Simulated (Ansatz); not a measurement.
## Fields on a plane of Sb (A7 type, space group R-3m)

```xyz
2
Lattice="2.1606 1.2474 3.6799 -2.1606 1.2474 3.6799 0.0000 -2.4949 3.6799" Properties=species:S:1:pos:R:3 pbc="T T T"
Sb     0.0000     0.0000     2.6095
Sb     0.0000     0.0000     8.4301
```

The slice is a (1 -1 0 2) plane (indices of the conventional cell) through the point (0.236, 0.236, 0.236) (fractional), spanned by u = [1 0 -1] and v = [010] in vectors of this cell: u (4.32 Å) and v (4.45 Å, at 90° to u). It covers one period; positions are fractions (u, v).

Atoms on it: Sb at (0.00, 0.00); Sb at (0.50, 0.56), 0.2 Å off the plane. Other atoms lie within 1 Å of the plane.

Computed with PBE-D3(BJ) (plane waves to 420 eV, PAW, scalar-relativistic; Ansatz, a first-principles code). k mesh 13×13×13. Near the nuclei the fields are pseudised (PAW); where an atom keeps semicore shells as valence, they peak there. Sb was relaxed with its symmetry unable to fall. Spin-orbit coupling is left out, though Sb is heavy.

```
|xxxxxxxx0257889999887520xxxxxxx|
|xxxxxxx002577888888775200xxxxxx|
|xxxxxxx003567777777765300xxxxxx|
|xxxxxx00145666655666654100xxxxx|
|xxxxxx00245544333344554200xxxxx|
|xxxx000234331000000133432000xxx|
|xx0000233310000000000133320000x|
|0000123431000xxxxxx000134321000|
|12234444200xxxxxxxxxx0024444322|
|5555655300xxxxxxxxxxxx003556555|
|7777764200xxxxxxxxxxxx002467777|
|888876410xxxxxxxxxxxxxx01467888|
|998876400xxxxxxxxxxxxxx00467889|
|999886400xxxxxxxxxxxxxx00468899|
|999986400xxxxxxxxxxxxxx00468999|
|999986410xxxxxxxxxxxxxx01468999|
|999987520xxxxxxxxxxxxxx02578999|
|9999876300xxxxxxxxxxxx003678999|
|99998764200xxxxxxxxxx0024678999|
|888887754100xxxxxxxx00145778888|
|77777776531000xxxx0001356777777|
|5566677765420000000024567776665|
|2234556666654321123456666655432|
|0000135667766555555667766531000|
|xx0000246777777777777776420000x|
|xxxx000256788888888887652000xxx|
|xxxxxx00357889999998875300xxxxx|
|xxxxxx00146889999998864100xxxxx|
|xxxxxxx003678999999876300xxxxxx|
|xxxxxxx003578999999875300xxxxxx|
|xxxxxxxx0257899999987520xxxxxxx|
|xxxxxxxx0257899999987520xxxxxxx|
```
Scale: ten equal steps from -2.00 (start of '0') to 6.70 (end of '9'), in the order '0123456789'. Values: electrostatic potential energy of an electron, from the cell's mean, in eV. The map has 31 points along u (one character each, u = 0 at the left) and 32 along v (v = 0 in the bottom row). Points within 1 Å of a nucleus are blanked (x), as the pseudised field means little there. Values under -2 eV are set to -2. The zero, the cell's mean, hangs on the PAW cores.

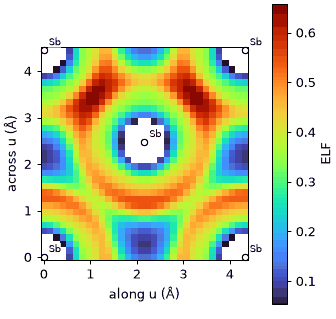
*Electron localisation function (ELF), one period of the plane, atoms marked. Points within 0.5 Å of a nucleus are left white, as the pseudised field means little there.*
